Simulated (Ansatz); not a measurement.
# C2H6BN (SMILES [BH3-][N+]#CC): a rigid scan of the angle H6–B1–N2

How does the energy rise as the angle H6–B1–N2 leaves its equilibrium value, and do density functionals follow CCSD(T)? No other atom is relaxed.

Computed with Ansatz 0.2.0, Gaussian basis. Level: single points in def2-TZVPP.

Levels: PBE-D4, r2SCAN-D4, PBE0-D4, B3LYP-D4, wB97M-V, Hartree-Fock, MP2, CCSD, CCSD(T). The scan takes 87.7, 92.2, 96.7, 101.2, 105.7, 110.2, 114.7, 119.2, 123.7°.

Correlated methods freeze the cores. B3LYP uses VWN-RPA correlation.

36 further runs of the same task are left out: 36 set aside as unsound or not needed.

### Step 1. Where the work starts

SMILES `[BH3-][N+]#CC`, 10 atoms, charge 0, spin multiplicity 1.

Atoms are counted from 1 here; the program's logs count them from 0.

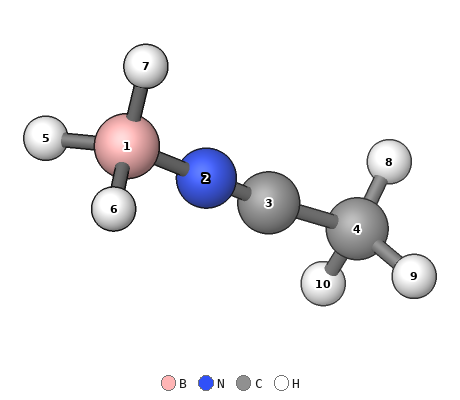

As it starts; boron pink, nitrogen blue, carbon grey, hydrogen white; atoms are numbered from 1 in the order of the file.

As a file:

```csv
atom,x (Å),y (Å),z (Å)
B1,-0.9949,1.2413,-1.1943
N2,-0.2954,0.3454,-0.3341
C3,0.2611,-0.3809,0.3328
C4,1.1082,-1.2954,1.2026
H5,-1.6428,0.6612,-2.0456
H6,-1.8080,1.9330,-0.5469
H7,-0.2535,2.0275,-1.7410
H8,2.0601,-1.5075,0.7436
H9,1.1855,-0.8277,2.2465
H10,0.4627,-2.2480,1.3394
```

### Step 2. A first relaxation in a small basis

The input, pre/in.yaml:

```yaml
crystal:
  periodic: [false, false, false]
  atoms:
    - {symbol: B, position_ang: [-0.994900, 1.241300, -1.194300]}
    - {symbol: N, position_ang: [-0.295400, 0.345400, -0.334100]}
    - {symbol: C, position_ang: [0.261100, -0.380900, 0.332800]}
    - {symbol: C, position_ang: [1.108200, -1.295400, 1.202600]}
    - {symbol: H, position_ang: [-1.642800, 0.661200, -2.045600]}
    - {symbol: H, position_ang: [-1.808000, 1.933000, -0.546900]}
    - {symbol: H, position_ang: [-0.253500, 2.027500, -1.741000]}
    - {symbol: H, position_ang: [2.060100, -1.507500, 0.743600]}
    - {symbol: H, position_ang: [1.185500, -0.827700, 2.246500]}
    - {symbol: H, position_ang: [0.462700, -2.248000, 1.339400]}
basis:
  gaussian: {orbitals: def2-SVP}
hamiltonian: {xc: pbe, dispersion: d4}
relax: {f_tol: 0.03, max_steps: 250}
```

The command line of these runs was not kept.

The runs that follow: Finding the minimum; Reference energies at the minimum; H6–B1–N2 = 87.7°; H6–B1–N2 = 92.2°; H6–B1–N2 = 96.7°; H6–B1–N2 = 101.2°; H6–B1–N2 = 105.7°; H6–B1–N2 = 110.2°; H6–B1–N2 = 114.7°; H6–B1–N2 = 119.2°; H6–B1–N2 = 123.7°.

Q: Predict the outcome of this session. Wanted: highest point, CCSD(T); lowest point, CCSD(T); minimum along the scan, CCSD(T); RMS deviation from CCSD(T); largest T1 diagnostic.

The runs gave:

| quantity | value |
| --- | --- |
| highest point, CCSD(T) | 6.4 kcal/mol at 87.7° |
| lowest point, CCSD(T) | 0.0 kcal/mol at 105.7° |
| minimum along the scan, CCSD(T) | 105.5° |
| curvature there | 1.59 meV/deg² |
| RMS deviation from CCSD(T) | PBE-D4 0.4, r2SCAN-D4 0.2, PBE0-D4 0.2, B3LYP-D4 0.2, wB97M-V 0.1, Hartree-Fock 0.5, MP2 0.1, CCSD 0.1 kcal/mol |
| largest T1 diagnostic | 0.013 |

**Reading.** A polynomial through the near points puts the CCSD(T) minimum 0.2° below the PBE0-D4 value. Curvature against CCSD(T): PBE-D4 -12 %, Hartree-Fock +14 %. The curve of CCSD lies nearest to CCSD(T), that of Hartree-Fock farthest.
